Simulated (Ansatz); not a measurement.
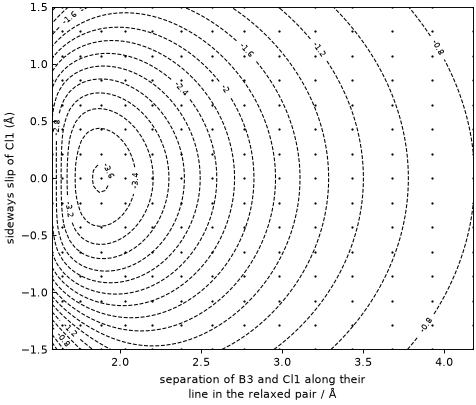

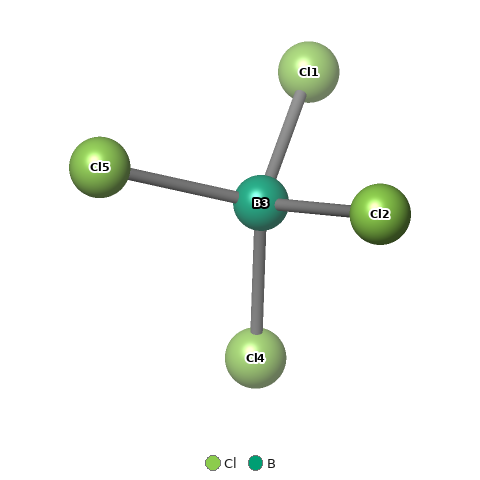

Energy landscape of BCl4, charge −1. 
- Coordinates scanned: (1) separation of B3 and Cl1 along their line in the relaxed pair; (2) sideways slip of Cl1.
- Nothing is relaxed (both partners rigid).
- The scan uses a 15 × 15 grid.
- Points are written as (first, second).
- Energies are in eV, from the ion and the molecule far apart, frozen as in the relaxed pair, each in its own basis (no counterpoise correction).
- These are results of RKS PBE-D4/def2-SVPD (Ansatz), not measurements.

In the figure: contour lines labelled in eV, dots at the grid points. Between grid points the surface is interpolated. The second picture is the structure at the lowest point.

**Summarise what can be read from the map.**

The lowest grid point is at (1.880 Å, 0.000 Å), −3.62 eV from the ion and the molecule far apart, frozen as in the relaxed pair, each in its own basis (no counterpoise correction). It is the only kind of minimum in the scanned range. The highest grid point, (1.579 Å, −1.500 Å), lies 3.39 eV above the lowest. Round the minimum the two coordinates are nearly uncoupled.

The whole map (225 points run) took 36 min on 1 thread of Arm Neoverse N1, on a shared host.
